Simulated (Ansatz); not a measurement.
```yaml
atoms:
  - { symbol: Ge, position_ang: [-0.1285, -0.0633, -0.0474] }
  - { symbol: F, position_ang: [-0.1822, -0.1381, 1.7119] }
  - { symbol: H, position_ang: [1.3036, -0.4365, -0.4608] }
  - { symbol: Ge, position_ang: [-1.2791, 1.9053, -0.8398] }
  - { symbol: H, position_ang: [-2.4767, 1.4840, -1.7078] }
  - { symbol: H, position_ang: [-1.7662, 2.7006, 0.3777] }
  - { symbol: H, position_ang: [-0.3004, 2.7437, -1.6733] }
  - { symbol: F, position_ang: [-1.0761, -1.4720, -0.4518] }
  - { symbol: O, position_ang: [1.1719, 2.0457, 1.0585] }
  - { symbol: H, position_ang: [2.1254, 1.9092, 1.0862] }
  - { symbol: H, position_ang: [0.8384, 1.5820, 1.8415] }
```

Level of theory: Ansatz 0.2.0, RKS PBE0-D4/def2-SVP.

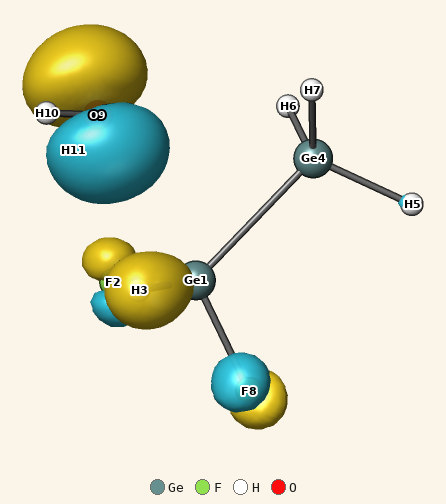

F2Ge2H4···H2O. The HOMO−1 at ±0.15 Å⁻³ᐟ² (yellow and cyan are the two phases), seen across its widest extent.

> Describe this orbital and give its energy.

Its weight (Hirshfeld) is mainly on O9 (about 70 %); largely a lone pair of O9. Its energy is −9.50 eV.
